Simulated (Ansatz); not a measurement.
**triplet CH5FOSn at 6 levels**

Wanted: a comparison of 6 runs (U-wB97M-V/def2-SVP, UB2PLYP/def2-SVP, UBLYP/def2-SVP, UHSE06/def2-SVP, UPBE-QIDH/def2-SVP, RPA@PBE/def2-SVP) of triplet CH5FOSn. 

The calculation is run with Ansatz 0.2.0.

117 further runs of the same task are left out: 117 set aside as unsound or not needed. Runs told in other sessions of the task aren't counted.

## (1) The structure to begin with

The species is CH5FOSn (9 atoms), meant as a triplet with charge 0. SMILES of the parent species: `FC[O][SnH3]`. The coordinates come from a PBE0-D4/def2-TZVP relaxation. This is one conformer, not always the lowest. That shape belongs to the parent species and isn't relaxed for this state.

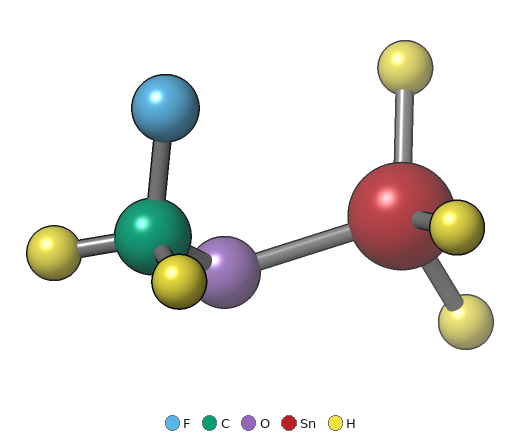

Viewed from a chosen angle; fluorine blue, carbon teal, oxygen purple, tin red, hydrogen yellow.

## (2) The energy at U-wB97M-V/def2-SVP (core potential) (run 1)

Input file job.yaml:

```yaml
crystal:
  periodic: [false, false, false]
  atoms:
    - {symbol: F, position_ang: [-0.596800, 1.754200, 0.031500]}
    - {symbol: C, position_ang: [-1.291500, 0.566100, 0.277800]}
    - {symbol: O, position_ang: [-0.736000, -0.463400, -0.405000]}
    - {symbol: Sn, position_ang: [1.239300, -0.701500, -0.319700]}
    - {symbol: H, position_ang: [-1.258800, 0.434000, 1.369300]}
    - {symbol: H, position_ang: [-2.319100, 0.724600, -0.066100]}
    - {symbol: H, position_ang: [1.690100, -0.390300, 1.294800]}
    - {symbol: H, position_ang: [1.407800, -2.333100, -0.765300]}
    - {symbol: H, position_ang: [1.953500, 0.363100, -1.434400]}
basis:
  gaussian: {orbitals: def2-SVP}
magnetization: {spin_polarized: true, initial_magnetization: 2}
hamiltonian: {xc: {name: wB97M-V}}
accuracy: high
output: {orbitals: {seedname: orbitals}}
```

Command:

```bash
$ ansatz run job.yaml --threads 1 --pin off --max-ram 3480MiB --events-out events.jsonl --progress --plain --runs-dir runs
```

Output:

```text
Warning: RAYON_NUM_THREADS=1 ignored (pool sized by the plan → 1); use --threads N
Functional definition: wB97M-V
  name "wB97M-V"
  parameter omega = 0.3/bohr
  parameter cx = 0.15
  parameter cx01 = 1.007
  parameter cx10 = 0.259
  parameter css00 = 0.443
  parameter css04 = -1.437
  parameter css10 = -4.535
  parameter css20 = -3.390
  parameter css43 = 4.278
  parameter cos00 = 1.000
  parameter cos10 = 1.358
  parameter cos20 = 2.924
  parameter cos21 = -8.812
  parameter cos60 = -1.390
  parameter cos61 = 9.142
  parameter b = 6.0
  parameter c = 0.01
  gx(w, u) = 1 - cx + cx01*u + cx10*w
  gss(w, u) = css00 + css04*u^4 + css10*w + css20*w^2 + css43*w^4*u^3
  gos(w, u) = cos00 + cos10*w + (cos20 + cos21*u)*w^2 + (cos60 + cos61*u)*w^6
  exchange = spin_sum(e_x_unif_sr(omega)*gx(b97_w, b97_u_x)) + cx*exact_x_sr(omega) + exact_x_lr(omega)
  correlation = spin_sum(e_c_pw_mod_same_spin*gss(b97_w, b97_u_same))
      + integral(e_c_pw_mod_opposite_spin*gos(b97_w_opposite, b97_u_opposite)) + vv10(b, c)
2278 factors; integrals over basis functions are off by at most 3.6e-9 eV
388 factors; integrals over basis functions are off by at most 1.8e-9 eV
mean field evaluation 1: about -11695.8408 eV, gradient 2.5e1 eV
mean field evaluation 2: about -11695.1871 eV, gradient 3.1e1 eV
mean field evaluation 4: about -11698.5072 eV, gradient 3.1e0 eV
mean field evaluation 8: about -11698.7420 eV, gradient 2.3e-1 eV
mean field evaluation 16: about -11698.7467 eV, gradient 3.0e-2 eV
mean field evaluation 32: about -11698.7469 eV, gradient 4.9e-5 eV
mean field -11698.74694085 eV, -429.9210203806 hartree, gradient 5.3e-8 eV, S^2 2.005808; 4 other end points of the search recorded, 0 dependent functions left out
reference -11698.74694553 eV, -429.9210205528 hartree; 26, 24 occupied and 67, 69 virtual orbitals, 2278 factors
Total energy: -11698.74694553 eV, -429.9210205528 hartree
```

Run time: 5.6 min. Hardware: 1 thread of Arm Neoverse V1, shared host; peak memory 1.2 GiB.

## (3) A single-point energy at UB2PLYP/def2-SVP (core potential) (run 2)

Input file molecule.yaml:

```yaml
crystal:
  periodic: [false, false, false]
  atoms:
    - symbol: F
      position_ang: [-0.596800, 1.754200, 0.031500]
    - symbol: C
      position_ang: [-1.291500, 0.566100, 0.277800]
    - symbol: O
      position_ang: [-0.736000, -0.463400, -0.405000]
    - symbol: Sn
      position_ang: [1.239300, -0.701500, -0.319700]
    - symbol: H
      position_ang: [-1.258800, 0.434000, 1.369300]
    - symbol: H
      position_ang: [-2.319100, 0.724600, -0.066100]
    - symbol: H
      position_ang: [1.690100, -0.390300, 1.294800]
    - symbol: H
      position_ang: [1.407800, -2.333100, -0.765300]
    - symbol: H
      position_ang: [1.953500, 0.363100, -1.434400]
basis:
  gaussian:
    orbitals: def2-SVP
magnetization:
  spin_polarized: true
  initial_magnetization: 2
hamiltonian:
  xc: {name: B2PLYP}
correlation:
  frozen_orbitals: {C: 1, F: 1, H: 0, O: 1, Sn: 4}
accuracy: high
output: {orbitals: {seedname: orbitals}}
```

Command:

```bash
$ ansatz run molecule.yaml --threads 1 --pin off --max-ram 3480MiB --events-out events.jsonl --progress --plain --runs-dir runs
```

Output, shortened:

```text
Warning: RAYON_NUM_THREADS=1 ignored (pool sized by the plan → 1); use --threads N
Functional definition: B2PLYP
  name "B2PLYP"
[...]
2278 factors; integrals over basis functions are off by at most 3.6e-9 eV
[...]
mean field -11684.10291057 eV, -429.3828621942 hartree, gradient 4.0e-8 eV, S^2 2.008609; 2 other end points of the search recorded, 0 dependent functions left out
7 core orbitals not correlated: weight in the atoms' cores, before any rotation towards them, 1.000 or more for the frozen orbitals, at most 0.000 for the correlated occupied ones
reference -11684.10293709 eV, -429.3828631688 hartree; 19, 17 occupied and 67, 69 virtual orbitals, 2278 factors
second order -20.13883815 eV of doubles, -0.00000000 eV of singles
Total energy: -11689.54042339 eV, -429.5826871047 hartree
```

Run time: 42 s. Hardware: 1 thread of Arm Neoverse V1, shared host; peak memory 0.5 GiB.

## (4) A single-point energy at UBLYP/def2-SVP (core potential) (run 3)

Input file run.yaml:

```yaml
crystal:
  periodic: [false, false, false]
  atoms:
    - {symbol: F, position_ang: [-0.596800, 1.754200, 0.031500]}
    - {symbol: C, position_ang: [-1.291500, 0.566100, 0.277800]}
    - {symbol: O, position_ang: [-0.736000, -0.463400, -0.405000]}
    - {symbol: Sn, position_ang: [1.239300, -0.701500, -0.319700]}
    - {symbol: H, position_ang: [-1.258800, 0.434000, 1.369300]}
    - {symbol: H, position_ang: [-2.319100, 0.724600, -0.066100]}
    - {symbol: H, position_ang: [1.690100, -0.390300, 1.294800]}
    - {symbol: H, position_ang: [1.407800, -2.333100, -0.765300]}
    - {symbol: H, position_ang: [1.953500, 0.363100, -1.434400]}
basis:
  gaussian:
    orbitals: def2-SVP
magnetization:
  spin_polarized: true
  initial_magnetization: 2
hamiltonian:
  xc: {name: BLYP}
accuracy: high
output:
  orbitals: {seedname: orbitals}
```

Command:

```bash
$ ansatz run run.yaml --threads 1 --pin off --max-ram 3480MiB --events-out events.jsonl --progress --plain --runs-dir runs
```

Output:

```text
Warning: RAYON_NUM_THREADS=1 ignored (pool sized by the plan → 1); use --threads N
Functional definition: BLYP
  name "BLYP"
  parameter beta = 0.0042
  parameter a = 0.04918
  parameter b = 0.132
  parameter c = 0.2533
  parameter d = 0.349
  exchange = b88_x(beta = beta)
  correlation = lyp_c(a = a, b = b, c = c, d = d)
2278 factors; integrals over basis functions are off by at most 3.6e-9 eV
mean field evaluation 1: about -11692.9385 eV, gradient 4.0e1 eV
mean field evaluation 2: about -11601.0838 eV, gradient 1.3e2 eV
mean field evaluation 4: about -11698.2184 eV, gradient 2.1e1 eV
mean field evaluation 8: about -11700.0058 eV, gradient 5.2e-1 eV
mean field evaluation 16: about -11699.9987 eV, gradient 6.4e-3 eV
mean field evaluation 32: about -11699.9987 eV, gradient 2.3e-8 eV
mean field evaluation 64: about -11697.5071 eV, gradient 3.0e0 eV
mean field -11699.99873491 eV, -429.9670229638 hartree, gradient 2.3e-8 eV, S^2 2.002804; 8 other end points of the search recorded, 0 dependent functions left out
reference -11699.99879257 eV, -429.9670250828 hartree; 26, 24 occupied and 67, 69 virtual orbitals, 2278 factors
Total energy: -11699.99879257 eV, -429.9670250828 hartree
```

Wall time 23 s (1 thread of Arm Neoverse V1, shared host); peak memory 0.34 GiB.

Runs 4 to 5 aren't shown in full; the table further down has their settings and results.

## (5) A single-point energy at RPA@PBE/def2-SVP (core potential) (run 6)

Input file input.yaml:

```yaml
crystal:
  periodic: [false, false, false]
  atoms:
    - {symbol: F, position_ang: [-0.596800, 1.754200, 0.031500]}
    - {symbol: C, position_ang: [-1.291500, 0.566100, 0.277800]}
    - {symbol: O, position_ang: [-0.736000, -0.463400, -0.405000]}
    - {symbol: Sn, position_ang: [1.239300, -0.701500, -0.319700]}
    - {symbol: H, position_ang: [-1.258800, 0.434000, 1.369300]}
    - {symbol: H, position_ang: [-2.319100, 0.724600, -0.066100]}
    - {symbol: H, position_ang: [1.690100, -0.390300, 1.294800]}
    - {symbol: H, position_ang: [1.407800, -2.333100, -0.765300]}
    - {symbol: H, position_ang: [1.953500, 0.363100, -1.434400]}
basis:
  gaussian: {orbitals: def2-SVP}
magnetization: {spin_polarized: true, initial_magnetization: 2}
hamiltonian: {xc: {name: PBE}}
correlation: {method: rpa, frozen_orbitals: {C: 1, F: 1, H: 0, O: 1, Sn: 4}}
accuracy: high
```

Command:

```bash
$ ansatz run input.yaml --threads 1 --pin off --max-ram 3480MiB --events-out events.jsonl --progress --plain --runs-dir runs
```

Output, shortened:

```text
Warning: RAYON_NUM_THREADS=1 ignored (pool sized by the plan → 1); use --threads N
Functional definition: PBE
  name "PBE"
[...]
2278 factors; integrals over basis functions are off by at most 3.6e-9 eV
[...]
mean field -11696.52857962 eV, -429.8394971094 hartree, gradient 4.9e-8 eV, S^2 2.002308; 8 other end points of the search recorded, 0 dependent functions left out
7 core orbitals not correlated: weight in the atoms' cores, before any rotation towards them, 1.000 or more for the frozen orbitals, at most 0.000 for the correlated occupied ones
reference -11644.13074168 eV, -427.9139120815 hartree; 19, 17 occupied and 67, 69 virtual orbitals, 2278 factors
Total energy: -11672.51455280 eV, -428.9569979007 hartree
```

Run time: 56 s. Hardware: 1 thread of Arm Neoverse V1, shared host; peak memory 0.6 GiB.

## (6) The series

| run | level | frozen core orbitals | energy (Eh) | HOMO energy (eV) | ⟨S²⟩ | wall time |
| --- | --- | --- | --- | --- | --- | --- |
| 1 | U-wB97M-V/def2-SVP (core potential) | – | -429.921021 | -3.98 | 2.006 | 5.6 min |
| 2 | UB2PLYP/def2-SVP (core potential) | 7 | -429.582687 | -2.77 | 2.009 | 42 s |
| 3 | UBLYP/def2-SVP (core potential) | – | -429.967025 | -1.20 | 2.003 | 23 s |
| 4 | UHSE06/def2-SVP (core potential) | – | -429.832594 | -1.88 | 2.006 | 33 s |
| 5 | UPBE-QIDH/def2-SVP (core potential) | 7 | -429.469340 | -3.44 | 2.011 | 38 s |
| 6 | RPA@PBE/def2-SVP (core potential) | 7 | -428.956998 | – | 2.002 | 56 s |

## (7) Summary of results

```
                                quantity          value
                     run 6: total energy  -428.95700 Eh
 run 6: RPA correlation energy (valence)    -1043.1 mEh
run 6: ⟨S²⟩ of the reference determinant          2.002
```

**Reading.** Totals of different functionals can't be ranked against each other. All runs together took 8.8 min, the longest 5.6 min.
